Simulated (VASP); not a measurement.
Band structure of Cs (bcc). Level of theory: revPBE GGA, VASP's PBE PAW potentials (set 64) (plane waves; VASP).

Unless said otherwise, spin-orbit coupling is left out, though it shifts the bands of the heavy elements here.

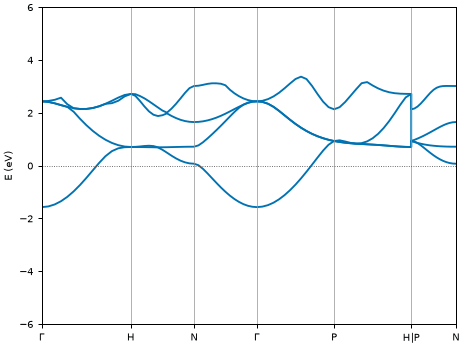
Fig. 1. Bands along high-symmetry lines, zero at the valence-band maximum or, without a gap, the Fermi level

Question: Read the plot: is there a gap, and where are the band edges?

Answer: It has no gap at this level: it comes out as a metal or semimetal. (Edges off the drawn lines would not show.)

The compound is Cs in the bcc structure. It was relaxed first, which changed the volume by +14 %.
